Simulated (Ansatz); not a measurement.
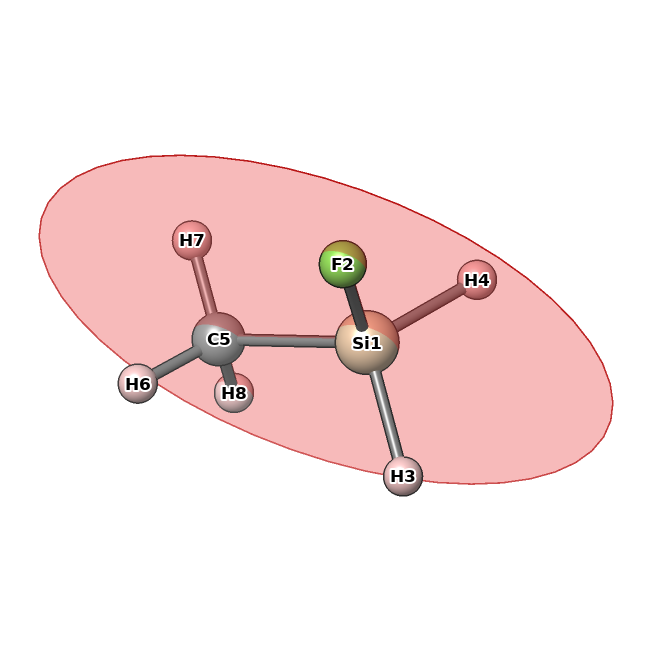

A disc through the centre of mass is drawn in. Depth is shown by fading: the farther an atom, the more it takes the colour of the background. The computed structure is the end point of a PBE0-D4/def2-TZVP optimisation.

### Is the plane of the disc a mirror plane of the structure?

Yes. The reflection leaves Si1, F2, C5, H8 in place and moves H3 ↔ H4; H6 ↔ H7. The point group is Cs.
